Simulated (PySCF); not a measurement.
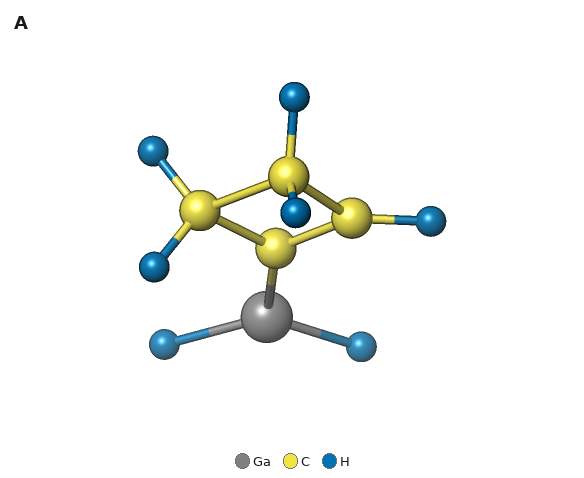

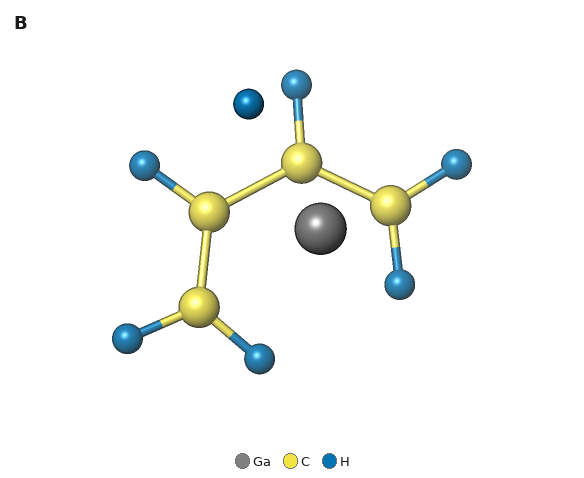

2 stationary structures of one formula. Geometries: GFN2-xTB. Electronic energies: CAM-B3LYP/def2-SVPD (PySCF 2.14.0), without zero-point energy. No frequency run is at hand to confirm each as a minimum. Each is one conformer, not always the lowest.

**Which structure is the most stable?**

A is lowest; B lies 0.342 eV above it.

The geometry is semi-empirical. Around Ga such bond lengths and angles can be off by a tenth of an ångström or more and by several degrees, and values that hang on the shape move with them.
